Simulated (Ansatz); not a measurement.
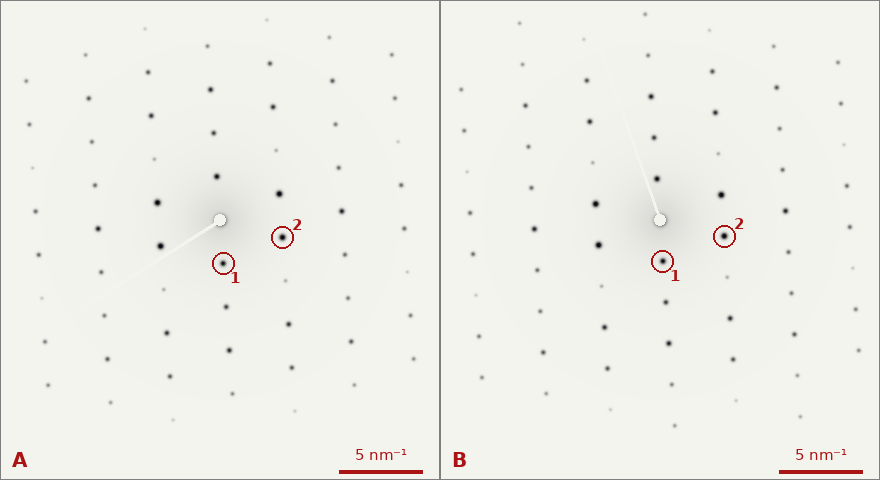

Kinematic electron diffraction patterns (200 kV, B = 0.5 Å², same scale) along [111] of the run's own cell, for the start and the end of one relaxation of HgSb with DFT r2SCAN, scalar-relativistic, plane waves, PAW in Ansatz. k mesh 12×12×18. The start is a generated model structure, and the relaxation ends in the nearest stationary point of its symmetry, not necessarily the ground state. Spot 1 is -1 1 0 and spot 2 is -1 0 1 in both.

Start structure:

```yaml
crystal:
  lattice:
    - [4.61802, 0.00000, 0.00000]
    - [-2.30901, 3.99933, 0.00000]
    - [0.00000, 0.00000, 3.18180]
  atoms:
    - { symbol: Hg, position: [0.00000, 0.00000, 0.00000] }
    - { symbol: Sb, position: [0.66667, 0.33333, 0.50000] }
```

Q: Which pattern belongs to the start structure, and which to the relaxed one?

A: B is the start: its cell gives d(1) = 3.999 Å, d(2) = 2.490 Å and an angle of 71.9°. A is the relaxed structure, with d(1) = 3.787 Å (-5.3 %), d(2) = 2.544 Å (+2.2 %) and 70.4°.

Q: What did the relaxation do to the structure and the energy?

A: The volume changed by -3.3 % to 28.43 Å³ an atom; the fractional coordinates hardly changed; the space group stayed P-6m2 (No. 187); the free energy fell by 37 meV an atom. Relaxed cell: a = 4.372 Å, b = 4.372 Å, c = 3.434 Å, α = 90.00°, β = 90.00°, γ = 120.00°.
